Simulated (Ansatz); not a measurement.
## Electronic structure of C4N4O4Ti (SMILES O=C=[N][Ti]([N]=C=O)([N]=C=O)[N]=C=O) in real space

Input file:

```
crystal:
  periodic: [false, false, false]
  atoms:
    - {symbol: O, position_ang: [-2.619585, -0.782174, 3.228391]}
    - {symbol: C, position_ang: [-1.900586, -0.566396, 2.343375]}
    - {symbol: N, position_ang: [-1.154404, -0.342261, 1.424843]}
    - {symbol: Ti, position_ang: [0.003318, -0.000522, 0.001345]}
    - {symbol: N, position_ang: [0.457202, 1.809845, -0.010795]}
    - {symbol: C, position_ang: [0.743716, 2.979691, -0.019883]}
    - {symbol: O, position_ang: [1.020081, 4.106781, -0.028580]}
    - {symbol: N, position_ang: [1.548914, -1.028500, 0.196040]}
    - {symbol: C, position_ang: [2.544110, -1.695237, 0.321607]}
    - {symbol: O, position_ang: [3.503084, -2.337504, 0.442596]}
    - {symbol: N, position_ang: [-0.838857, -0.441665, -1.604763]}
    - {symbol: C, position_ang: [-1.381744, -0.729701, -2.640637]}
    - {symbol: O, position_ang: [-1.904847, -1.007057, -3.638739]}
basis:
  gaussian: {orbitals: def2-TZVPP}
hamiltonian: {xc: pbe0, dispersion: d4}
output: {orbitals: {seedname: orbitals}}
```

Launched as:

```sh
ansatz run in.yaml --threads 4 --pin off --events-out ev --progress --plain --max-ram 46080MiB --backend cuda --devices 0, --max-vram 37GiB
```

Geometry: PBE0-D4/def2-TZVP.

Method: RKS PBE0-D4/def2-TZVPP (Ansatz 0.2.0).

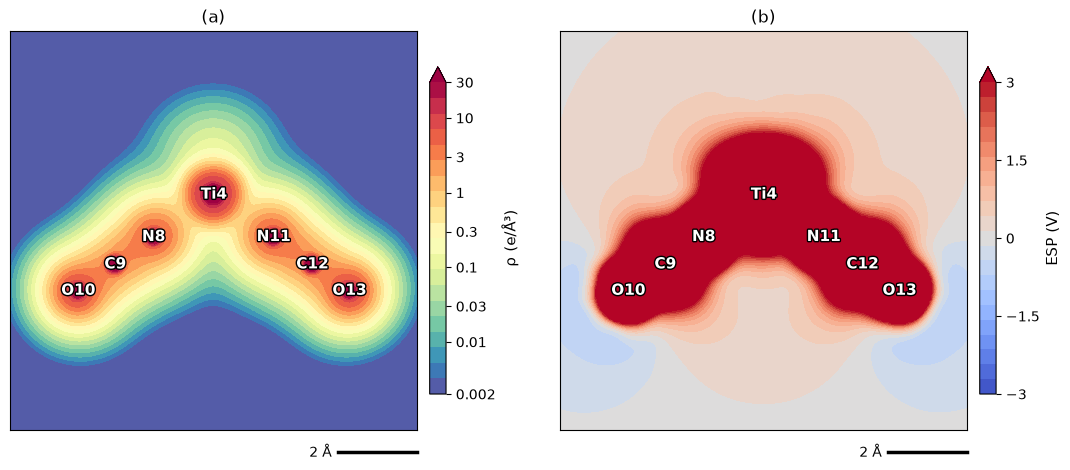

Figure 1. (a) electron density; (b) molecular electrostatic potential on the plane of atoms N8, Ti4 and N11.

> Interpret the plot.

The section cuts through Ti, N, C and O sites. C–O (1.16 Å): ρ at the midpoint is about 3.7 e/Å³. C–N (1.20 Å): ρ at the midpoint is about 3.2 e/Å³. Ti–N (1.87 Å): the density is about 0.9 e/Å³ at the midpoint. Outside the dense part of the molecule the potential is most negative (−0.7 V) near O10 and O13.

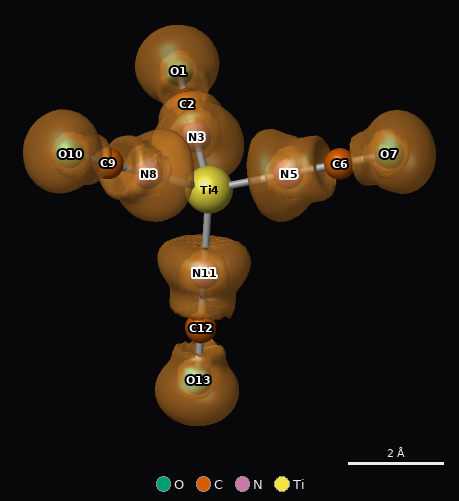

Figure 2. Isosurface of the ELF at 0.75 (orange), seen at a tilt. Only the valence region is drawn (cores and ρ < 0.01 e/Å³ removed).

> Where are the electrons localised?

At this value the surface marks out four regions on N in which the atom's valence shell and bonds are merged and four regions on O in which the atom's valence shell and bonds are merged. Profiles from the grid: C–O (1.16 Å): the ELF peaks at about 0.85 between the atoms: a multiple bond. C–N (1.20 Å): the ELF peaks at about 0.85 between the atoms; a short, multiple covalent bond.

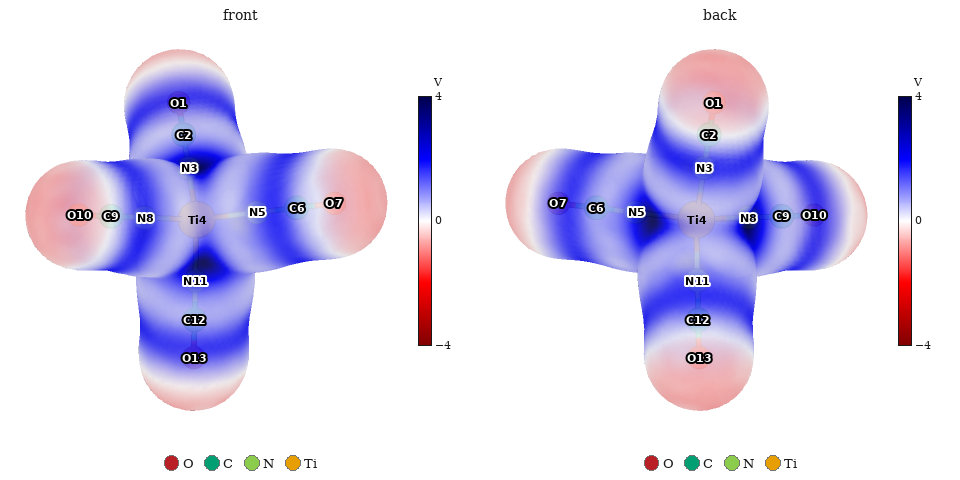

Figure 3. The molecular electrostatic potential painted on the density surface at 0.004 e/bohr³, seen from the front and from behind; red is negative and blue positive.

> Which sites attract a positive test charge, and which a negative one?

A positive charge is drawn to the negative regions and a negative charge to the positive ones. The most negative region (about −0.7 V) lies over O1, O7, O10 and O13, the most positive (about +3.7 V) over Ti4.
